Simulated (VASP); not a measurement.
Band structure of InSe (space group P-6m2). Level of theory: modified Becke-Johnson potential (mBJ), VASP's PBE PAW potentials (set 64) (plane waves; VASP 6.6.1).

mBJ is a potential without an energy functional, so only the levels count. Without a dispersion term in the relaxation, distances and binding between the weakly bound layers, chains or molecules are unreliable, and so is what depends on them. Unless said otherwise, spin-orbit coupling is left out, though it shifts the bands of the heavy elements here.

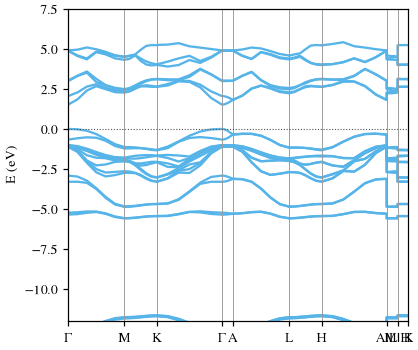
Figure. Bands along high-symmetry lines, zero at the valence-band maximum or, without a gap, the Fermi level

Read the plot: is there a gap, and where are the band edges?

The gap is direct, 1.52 eV, from the valence maximum at Γ to the conduction minimum at Γ.

The structure comes from a computed database's InSe entry (P-6m2); how it stands against other phases isn't given here. It was relaxed first. The cell's shape comes from a PBE relaxation.
